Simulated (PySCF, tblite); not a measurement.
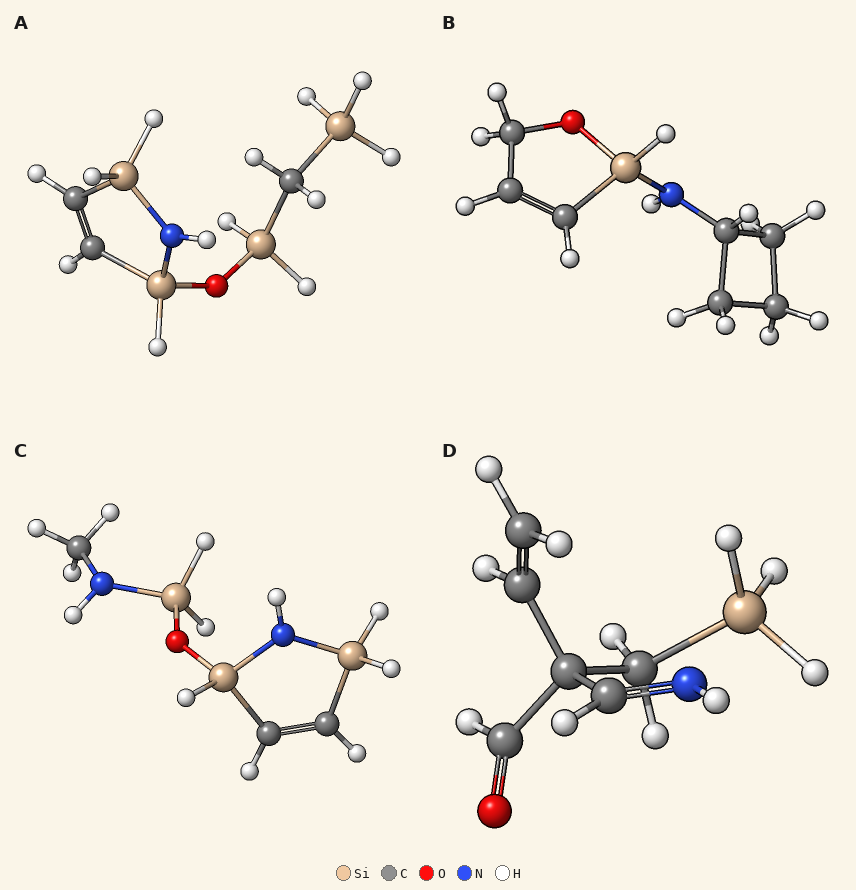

Figure made from data computed with PySCF and tblite.

```xyz
23
charge 0, multiplicity 1
C     3.3807   -0.5199   -0.8165
C     2.1713   -0.5003   -1.3596
Si    1.2022    0.8673   -0.4931
N    -0.2026    0.5710    0.4371
C    -1.4979    0.4050   -0.1398
C    -2.7041    0.5405    0.8093
C    -3.2954   -0.7496    0.2207
C    -1.9618   -1.0294   -0.4882
O     2.4235    1.1622    0.5612
C     3.6098    0.4812    0.2741
H     4.1990   -1.1731   -1.0815
H     1.8813   -1.1652   -2.1549
H     0.9341    2.0163   -1.3579
H    -0.1061    0.0771    1.3128
H    -1.5615    1.0727   -0.9990
H    -3.3017    1.4421    0.7002
H    -2.4119    0.4350    1.8524
H    -3.6166   -1.4976    0.9426
H    -4.1102   -0.5599   -0.4745
H    -2.0158   -1.2717   -1.5469
H    -1.3587   -1.7815    0.0172
H     4.3706    1.2100   -0.0371
H     3.9670   -0.0054    1.1906
```

Which picture belongs to the input above?

Answer. B. The file holds C7H13NOSi, `C1=C[Si@@H](NC2CCC2)OC1`.
